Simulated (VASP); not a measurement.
Band structure of NaTlO (space group P6_3mc). All values below come from r2SCAN meta-GGA, VASP's PBE PAW potentials (set 64) (plane waves; VASP).

The path is coarsely sampled, so an indirect gap can come out somewhat too large. Unless said otherwise, spin-orbit coupling is left out, though it shifts the bands of the heavy elements here.

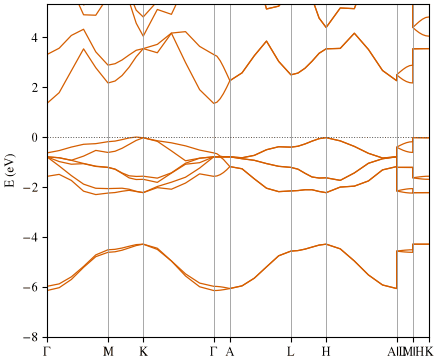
Bands along high-symmetry lines, zero at the valence-band maximum or, without a gap, the Fermi level

Problem. Read the plot: is there a gap, and where are the band edges?

Solution. The gap is indirect, 1.35 eV, from the valence maximum at M-K at 0.80 to the conduction minimum at Γ.

The structure comes from a computed database's NaTlO entry (P6_3mc); how it stands against other phases isn't given here. It was relaxed first.
